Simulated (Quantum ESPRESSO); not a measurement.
# Fixed-spin-moment curve of SrVO3, part 2 of 2

Aim: the energy of SrVO3 as a function of the total spin moment of its primitive cell.

Quantum ESPRESSO 7.5; PBE with U = 2.56 eV on V d (ortho-atomic projectors); plane waves with GBRV 1.5 PBE potentials, no spin-orbit coupling.

So far: The structure; No moment imposed; Moment fixed at 0 μB; Moment fixed at 0.16 μB.

### 5. Moment fixed at 0.32 μB

The input, pw.in:

```
&CONTROL
  calculation = 'scf'
  prefix = 'pwscf'
  outdir = './tmp'
  pseudo_dir = './pseudo'
  disk_io = 'nowf'
  tprnfor = .true.
  tstress = .true.
/
&SYSTEM
  ibrav = 0
  celldm(1) = 8
  nat = 5
  ntyp = 3
  ecutwfc = 24
  ecutrho = 168
  nbnd = 31
  occupations = 'smearing'
  smearing = 'fd'
  degauss = 0.00734986
  nspin = 2
  starting_magnetization(1) = 0
  starting_magnetization(2) = 0.0246
  starting_magnetization(3) = 0
  tot_magnetization = 0.32
/
&ELECTRONS
  conv_thr = 1d-08
  electron_maxstep = 150
  mixing_beta = 0.3
  mixing_ndim = 4
/
ATOMIC_SPECIES
Sr     87.6200 sr_pbe_v1.uspp.F.UPF
V      50.9415 v_pbe_v1.4.uspp.F.UPF
O      15.9990 o_pbe_v1.2.uspp.F.UPF
CELL_PARAMETERS alat
   0.9072811340094    0.0000000000000    0.0000000000000
   0.0000000000000    0.9072811340094    0.0000000000000
   0.0000000000000    0.0000000000000    0.9072811340094
ATOMIC_POSITIONS crystal
Sr      0.5000000000    0.5000000000    0.5000000000
V       0.0000000000    0.0000000000    0.0000000000
O       0.5000000000    0.0000000000    0.0000000000
O       0.0000000000    0.5000000000    0.0000000000
O       0.0000000000    0.0000000000    0.5000000000
K_POINTS automatic
6 6 6 0 0 0
HUBBARD {ortho-atomic}
U V-3d 2.5600
```

Run with:

```bash
> OMP_NUM_THREADS=1 mpirun -n 2 pw.x -nk 2 -in pw.in > pw.out
```

The log of the run:

```text
     [... lines left out ...]
Program PWSCF v.7.5 starts
     [... lines left out ...]
     number of atoms/cell      =            5
     [... lines left out ...]
     number of electrons       =        41.00 (up:  20.66, down:  20.34)
     number of Kohn-Sham states=           31
     kinetic-energy cutoff     =      24.0000  Ry
     charge density cutoff     =     168.0000  Ry
     scf convergence threshold =      1.0E-08
     [... lines left out ...]
     48 Sym. Ops., with inversion, found
     [... lines left out ...]
     number of k points=    20  Fermi-Dirac smearing, width (Ry)=  0.0073
     [... lines left out ...]
     iteration # 12     ecut=    24.00 Ry     beta= 0.30
     [... lines left out ...]
     Magnetic moment per site  (integrated on atomic sphere of radius R)
     atom   1 (R=0.265)  charge=  7.5522  magn= -0.0003
     atom   2 (R=0.187)  charge=  9.5359  magn=  0.2943
     atom   3 (R=0.187)  charge=  5.3510  magn= -0.0213
     atom   4 (R=0.187)  charge=  5.3510  magn= -0.0213
     atom   5 (R=0.187)  charge=  5.3510  magn= -0.0213
     [... lines left out ...]
     Tr[ns(  2)] (up, down, total) =   1.86536  1.46627  3.33163
     [... lines left out ...]
     the spin up/dw Fermi energies are    12.4788   12.7982 ev
!    total energy              =    -312.13980963 Ry
     estimated scf accuracy    <          1.8E-09 Ry
     smearing contrib. (-TS)   =      -0.00426763 Ry
     [... lines left out ...]
     total magnetization       =     0.32 Bohr mag/cell
     absolute magnetization    =     0.47 Bohr mag/cell
     convergence has been achieved in  12 iterations
     [... lines left out ...]
     Total force =     0.000000     Total SCF correction =     0.000000
     [... lines left out ...]
          total   stress  (Ry/bohr**3)                   (kbar)     P=     -657.87
     [... lines left out ...]
```

Elapsed: 26 s, on 2 MPI ranks of Intel Xeon Platinum 8175M at 2.50GHz (Skylake/Cascade Lake), shared host; peak memory 0.19 GiB.

Read from the output:

```
magnetization                                 : 0.32 μB
absolute magnetization                        : 0.466 μB
half the difference of the two Fermi energies : -159.7 meV
largest moment                                : 0.2943 μB
```

### 6. An input with a fault

One input was spoiled on purpose, to see how the program answers.

pw.in: that of step 5 with these lines changed.

```diff
@@ -11,3 +11,2 @@
   ibrav = 0
-  celldm(1) = 8
   nat = 5
@@ -19,8 +18,7 @@
   smearing = 'fd'
-  degauss = 0.00734986
+  degauss = 0.07349864
   nspin = 2
   starting_magnetization(1) = 0
-  starting_magnetization(2) = 0.0246
+  starting_magnetization(2) = 0.1538
   starting_magnetization(3) = 0
-  tot_magnetization = 0.32
 /
@@ -28,3 +26,3 @@
   conv_thr = 1d-08
-  electron_maxstep = 150
+  electron_maxstep = 50
   mixing_beta = 0.3
@@ -36,6 +34,6 @@
 O      15.9990 o_pbe_v1.2.uspp.F.UPF
-CELL_PARAMETERS alat
-   0.9072811340094    0.0000000000000    0.0000000000000
-   0.0000000000000    0.9072811340094    0.0000000000000
-   0.0000000000000    0.0000000000000    0.9072811340094
+CELL_PARAMETERS angstrom
+   3.8409000000    0.0000000000    0.0000000000
+   0.0000000000    3.8409000000    0.0000000000
+   0.0000000000    0.0000000000    3.8409000000
 ATOMIC_POSITIONS crystal
```

The log of the run:

```text
[banner, memory and clock lines left out]
Program PWSCF v.7.5 starts

     Message from routine setup:
     using ibrav=0 with symmetry is DISCOURAGED, use correct ibrav instead

     bravais-lattice index     =            0
     lattice parameter (alat)  =       7.2582  a.u.
     unit-cell volume          =     382.3804 (a.u.)^3
     number of atoms/cell      =            5
     number of atomic types    =            3
     number of electrons       =        41.00
     number of Kohn-Sham states=           31
     kinetic-energy cutoff     =      24.0000  Ry
     charge density cutoff     =     168.0000  Ry
     scf convergence threshold =      1.0E-08
     mixing beta               =       0.3000
     number of iterations used =            4  plain     mixing
     Exchange-correlation= SLA  PW   PBE  PBE
                           (   1   4   3   4   0   0   0)
     Hubbard projectors: ortho-atomic
     Hubbard parameters of DFT+U (Dudarev formulation) in eV:
     U(V-3d) =  2.5600

     Internal variables: lda_plus_u =T, lda_plus_u_kind = 0

     Internal variables: orbital_resolved =F, hub_pot_fix =F, apply_U = F

     [... lines left out ...]
     PseudoPot. # 1 for Sr read from file:
     sr_pbe_v1.uspp.F.UPF
     Pseudo is Ultrasoft + core correction, Zval = 10.0

     PseudoPot. # 2 for V  read from file:
     v_pbe_v1.4.uspp.F.UPF
     Pseudo is Ultrasoft + core correction, Zval = 13.0

     PseudoPot. # 3 for O  read from file:
     o_pbe_v1.2.uspp.F.UPF
     Pseudo is Ultrasoft + core correction, Zval =  6.0

     atomic species   valence    mass     pseudopotential
     Sr               10.00    87.62000     Sr( 1.00)
     V                13.00    50.94150     V ( 1.00)
     O                 6.00    15.99900     O ( 1.00)

     Starting magnetic structure
     atomic species   magnetization
     Sr              0.000
     V               0.154
     O               0.000

     48 Sym. Ops., with inversion, found

   Cartesian axes

     site n.     atom                  positions (alat units)
         1        Sr     tau(   1) = (   0.5000000   0.5000000   0.5000000  )
         2        V      tau(   2) = (   0.0000000   0.0000000   0.0000000  )
         3        O      tau(   3) = (   0.5000000   0.0000000   0.0000000  )
         4        O      tau(   4) = (   0.0000000   0.5000000   0.0000000  )
         5        O      tau(   5) = (   0.0000000   0.0000000   0.5000000  )

     number of k points=    20  Fermi-Dirac smearing, width (Ry)=  0.0735

     Dense  grid:    13997 G-vectors     FFT dimensions: (  30,  30,  30)

     Smooth grid:     6043 G-vectors     FFT dimensions: (  24,  24,  24)

     Check: negative core charge=   -0.000010
     Generating pointlists ...
     new r_m :   0.2917 (alat units)  2.1171 (a.u.) for type    1
     new r_m :   0.2063 (alat units)  1.4970 (a.u.) for type    2
     new r_m :   0.2063 (alat units)  1.4970 (a.u.) for type    3

     Initial potential from superposition of free atoms

     starting charge      40.9651, renormalised to      41.0000

     negative rho (up, down):  3.476E-02 3.433E-02

     STARTING HUBBARD OCCUPATIONS:

     =================== HUBBARD OCCUPATIONS ===================
     ------------------------ ATOM    2 ------------------------
     Tr[ns(  2)] (up, down, total) =   3.00000  0.00000  3.00000
     Atomic magnetic moment for atom   2 =   3.00000
     [... lines left out ...]
     Number of occupied Hubbard levels =    3.0000

     Atomic wfc used for Hubbard projectors are orthogonalized

     Starting wfcs are   35 randomized atomic wfcs

     Self-consistent Calculation

     iteration #  1     ecut=    24.00 Ry     beta= 0.30
     Davidson diagonalization with overlap
     ethr =  1.00E-02,  avg # of iterations =  2.1

     =================== HUBBARD OCCUPATIONS ===================
     ------------------------ ATOM    2 ------------------------
     Tr[ns(  2)] (up, down, total) =   1.61194  0.60464  2.21658
     Atomic magnetic moment for atom   2 =   1.00730
     [... lines left out ...]
     Number of occupied Hubbard levels =    2.2166

     negative rho (up, down):  3.514E-02 3.525E-02

     total energy              =    -311.92666658 Ry
     estimated scf accuracy    <       1.84091068 Ry

     total magnetization       =     0.87 Bohr mag/cell
     absolute magnetization    =     1.13 Bohr mag/cell

     [... further iterations left out ...]

     iteration # 20     ecut=    24.00 Ry     beta= 0.30
     Davidson diagonalization with overlap
     ethr =  2.53E-11,  avg # of iterations =  2.0

     negative rho (up, down):  3.693E-02 3.693E-02

     Magnetic moment per site  (integrated on atomic sphere of radius R)
     atom   1 (R=0.292)  charge=  7.5589  magn= -0.0000
     atom   2 (R=0.206)  charge=  9.6062  magn= -0.0034
     atom   3 (R=0.206)  charge=  5.3417  magn=  0.0001
     atom   4 (R=0.206)  charge=  5.3417  magn=  0.0001
     atom   5 (R=0.206)  charge=  5.3417  magn=  0.0001

     End of self-consistent calculation

     =================== HUBBARD OCCUPATIONS ===================
     ------------------------ ATOM    2 ------------------------
     Tr[ns(  2)] (up, down, total) =   1.66651  1.67090  3.33741
     Atomic magnetic moment for atom   2 =  -0.00439
     [... lines left out ...]
     Number of occupied Hubbard levels =    3.3374

     [... lines left out ...]
     the Fermi energy is    12.4911 ev

!    total energy              =    -312.33193875 Ry
     estimated scf accuracy    <          6.5E-09 Ry
     smearing contrib. (-TS)   =      -0.39658046 Ry
     internal energy E=F+TS    =    -311.93535829 Ry

     The total energy is F=E-TS. E is the sum of the following terms:
     one-electron contribution =     -94.68876185 Ry
     hartree contribution      =      71.01900042 Ry
     xc contribution           =     -59.96264526 Ry
     ewald contribution        =    -228.51147797 Ry
     Hubbard energy            =       0.20852638 Ry

     total magnetization       =    -0.00 Bohr mag/cell
     absolute magnetization    =     0.00 Bohr mag/cell

     convergence has been achieved in  20 iterations

     negative rho (up, down):  3.693E-02 3.693E-02

     Forces acting on atoms (cartesian axes, Ry/au):

     atom    1 type  1   force =     0.00000000    0.00000000    0.00000000
     atom    2 type  2   force =     0.00000000    0.00000000    0.00000000
     atom    3 type  3   force =     0.00000000    0.00000000    0.00000000
     atom    4 type  3   force =     0.00000000    0.00000000    0.00000000
     atom    5 type  3   force =     0.00000000    0.00000000    0.00000000

     Total force =     0.000000     Total SCF correction =     0.000000

     Computing stress (Cartesian axis) and pressure

     negative rho (up, down):  3.693E-02 3.693E-02
          total   stress  (Ry/bohr**3)                   (kbar)     P=     -551.69
  -0.00375031   0.00000000   0.00000000         -551.69        0.00        0.00
   0.00000000  -0.00375031   0.00000000            0.00     -551.69        0.00
   0.00000000   0.00000000  -0.00375031            0.00        0.00     -551.69
```

Elapsed: 40 s, on 2 MPI ranks; peak memory 0.19 GiB.

The run converged, but its input is faulty, so its numbers are not to be trusted.

The fault in the input: a smearing of electronvolts.

Side by side:

```csv
quantity,this run,same start on sound input,difference
largest moment (μB),0.0033578,0.90186,-0.899
magnetization (μB),0,1,-1
absolute magnetization (μB),0,1.403,-1.40
```

One result that differs is the largest moment, 0.00336 μB against 0.902 μB.

### 7. All moments

The runs not shown differ in the target, the start and the number of states alone. The point at 1.00 μB is the free run, entered with slope zero.

Table of energy over the lowest by total spin moment:

```csv
total spin moment (μB a cell),energy over the lowest (meV a cell)
0.000,190
0.160,183
0.320,164
0.480,133
0.640,96.3
0.800,52.9
0.960,8.52
1.000,0
1.120,96.2
1.280,245
1.440,406
1.600,578
```

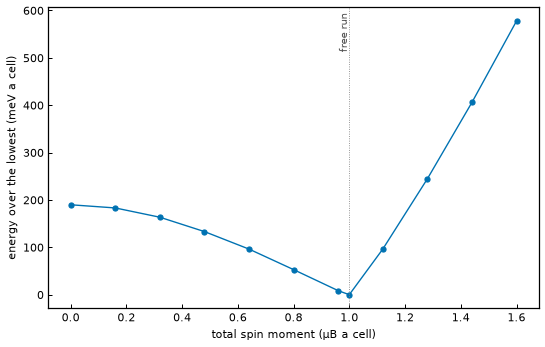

Energy over the lowest, plotted against total spin moment.

The dE/dM by total spin moment:

```csv
total spin moment (μB a cell),dE/dM (meV/μB)
0.000,-0.00842
0.160,-83.2
0.320,-160
0.480,-213
0.640,-251
0.800,-285
0.960,-254
1.000,0
1.120,874
1.280,972
1.440,1043
1.600,1105
```

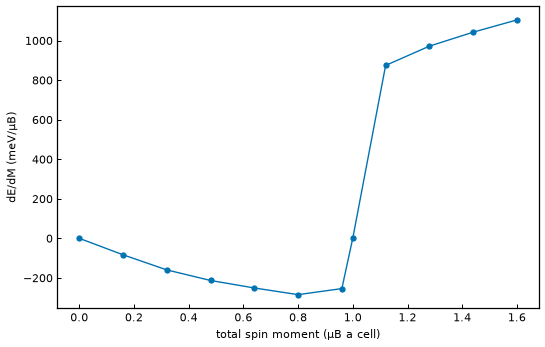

dE/dM against total spin moment.

Table of largest site moment by total spin moment:

```csv
total spin moment (μB a cell),largest site moment (μB)
0.000,1.5e-5
0.160,0.148
0.320,0.294
0.480,0.440
0.640,0.583
0.800,0.725
0.960,0.867
1.000,0.902
1.120,0.933
1.280,0.976
1.440,1.02
1.600,1.06
```

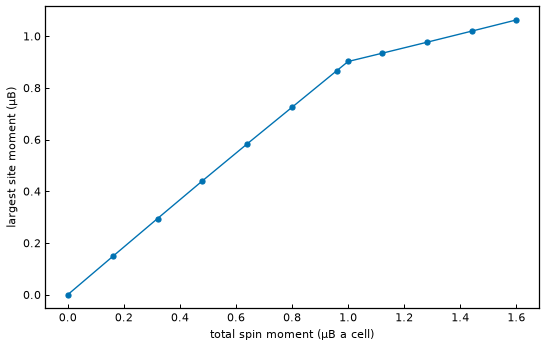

Largest site moment against total spin moment.

### 8. What came out

```json
{
  "moment of the free run": "1.00 μB a cell",
  "energy at zero total moment": "190 meV a cell over the lowest"
}
```

**Reading.** At zero total moment the site moments vanish, so the 190 meV a cell is the energy of forming them, the change of the Hubbard energy included. The points show one minimum alone. The free run has a whole-number moment, and the slope goes from -254 to 874 meV/μB between its neighbours: a kink, as where a spin channel has a gap, so no stiffness is given. The cell holds one seeded atom, so opposed orders, which may lie lower, cannot form in it. Energies are free energies at an electronic temperature of 1160 K, which lowers moments and differences where the moments are itinerant. The cutoff lies under the 40 Ry that these files are usually run at. The pressure suffers first from an incomplete basis and comes out too low. The smearing term is large for its width, so states at the Fermi level are partly filled: at this level the cell is a metal or has a gap of a few widths at most. Degenerate orbitals of a corrected shell are partly filled. Whether a state of lower symmetry lies under this one was not tested; under a U it often does.

[Logs and program files are shortened in this print: banners, set-up blocks, solver, clock and traceback lines can be left out without a mark of their own.]

[Logs are printed without paths, hosts, clocks, repeated set-up lines and the standing remarks that a program may print on its own settings, such as how far it seeks lower states.]

[Hosts, paths, dates, database ids (printed as entryN), source tags and the programs' standing remarks are cut or masked in the printed files.]

[Where a cell is said to come from a database of computed structures, the database is the Materials Project.]
